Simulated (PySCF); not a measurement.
## Electronic structure of C3H10NOSi2 (SMILES O[CH]N[SiH]1C[SiH2]C1) (doublet) in real space

The calculation's input:

```
{"job": {"kind": "epr", "basis": "pcH-1"}, "charge": 0, "multiplicity": 2}
O     -2.792335    -1.187877     0.621309
C     -2.750499     0.067764     0.067590
N     -1.563034     0.482640    -0.503972
Si    -0.087095    -0.419774    -0.582154
C      0.821433    -0.612084     1.103701
Si     2.253338     0.522695     0.511354
C      1.333509     0.715183    -1.157834
H     -1.927695    -1.377179     1.000968
H     -3.679184     0.338915    -0.409696
H     -1.632199     1.380262    -0.952561
H     -0.272879    -1.693250    -1.290997
H      1.130928    -1.626068     1.346162
H      0.288183    -0.233077     1.973416
H      3.543119    -0.161843     0.405473
H      2.396646     1.761223     1.279752
H      1.878257     0.321326    -2.010142
H      1.052508     1.733172    -1.412280
```

Run with:

```sh
OMP_NUM_THREADS=1 python probes_run.py task.json out
```

Geometry: GFN2-xTB.

All numbers below come from UKS B3LYP, pcH-1 on C H N O Si, non-relativistic, mean-field spin-orbit, GIAO (PySCF 2.14.0, density-fitted response routines).

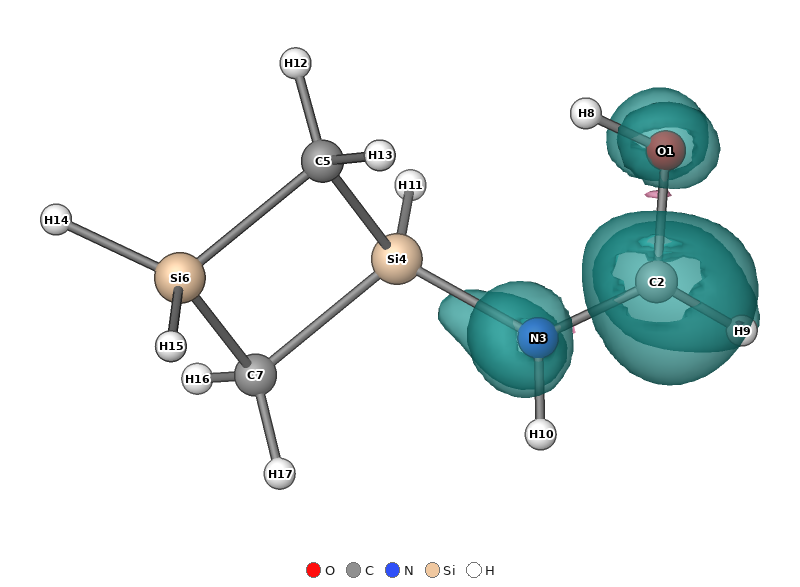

Figure 1. Isosurfaces of the spin density at +0.03 (teal) and −0.03 e/Å³ (pink), seen at a tilt.

**Where is the unpaired spin?**

The unpaired spin (1 electron) lies mostly on C2 (about 0.6), N3 (about 0.1) and O1 (about 0.1), in electrons by Hirshfeld's partition.

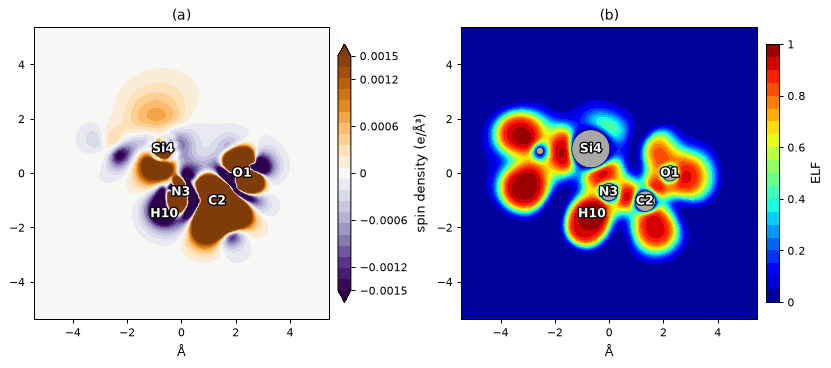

Figure 2. (a) spin density; (b) electron localisation function on the plane of atoms C2, N3 and Si4. Grey discs cover the atomic cores in the ELF map.

**What do the fields say about this system?**

The plane passes through O, C, N, Si and H nuclei.
C–O (1.37 Å): the ELF peaks at about 0.90 between the atoms: a shared but strongly polarised pair.
C–N (1.38 Å): the ELF peaks at about 0.90 between the atoms: localised, covalent bonding.
Si–N (1.73 Å): the ELF peaks at about 0.90 between the atoms, as expected for a polar covalent bond.
N–H (1.01 Å): the ELF climbs to about 1 towards the hydrogen, as it does in any bond to H (a covalent bond by its length).
The ELF also peaks beside O1, away from the bonds: non-bonding electrons, paired or unpaired.

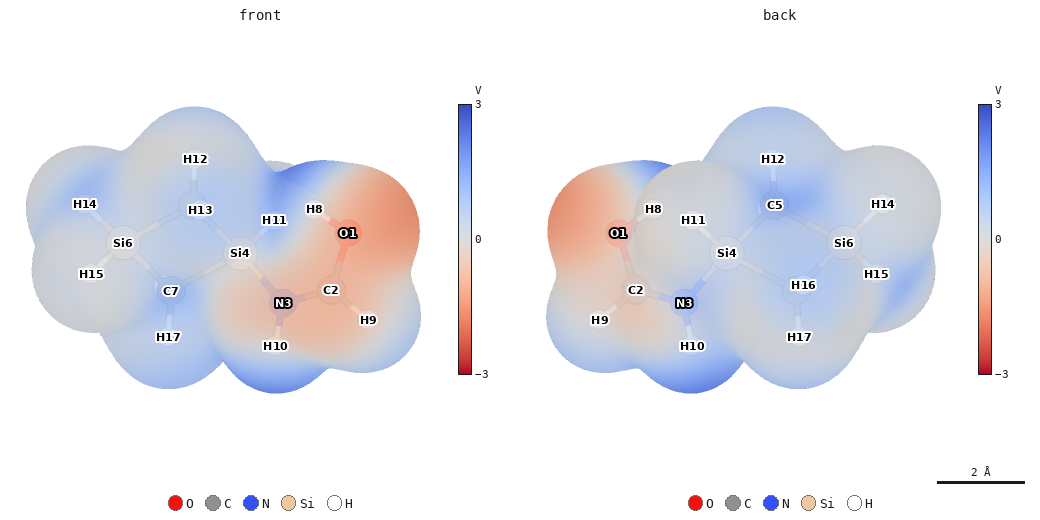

Figure 3. The electrostatic potential painted on the density surface at 0.002 e/bohr³, seen from the front and from behind; the colour scale runs from red (negative) to blue (positive).

**Which sites attract a positive test charge, and which a negative one?**

A positive charge is drawn to the negative regions and a negative charge to the positive ones. The most negative region (about −1.5 V) lies over O1, the most positive (about +2.0 V) over H8 and H10. O1 is the likeliest acceptor of a hydrogen bond.
